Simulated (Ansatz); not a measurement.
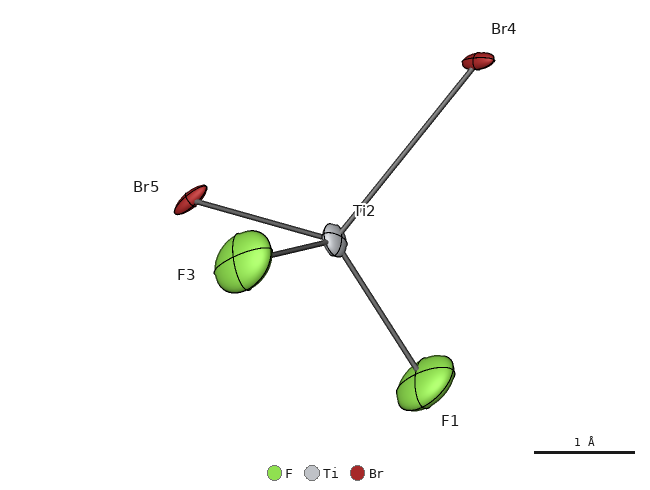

Displacement ellipsoids at the 50 % level, enlarged 2 times, from the internal vibrations of the free molecule (harmonic, no overall translation or rotation; no half-axis is drawn under 0.075 Å). Charge 0, singlet. Vibrations computed with RKS PBE0-D4/def2-TZVP (Ansatz 0.2.0). Temperature: 298 K.

### Which atom has the largest mean-square displacement?

F1, F3, with U_eq = 0.0089 Å².

Give the displacement parameters, one line for each set of equivalent atoms.

```tsv
atom	U_eq (Å²)	rms amplitudes (Å)
F1, F3	0.0089	0.051, 0.103, 0.116
Ti2	0.0024	0.031, 0.052, 0.060
Br4, Br5	0.0021	0.023, 0.030, 0.070
```
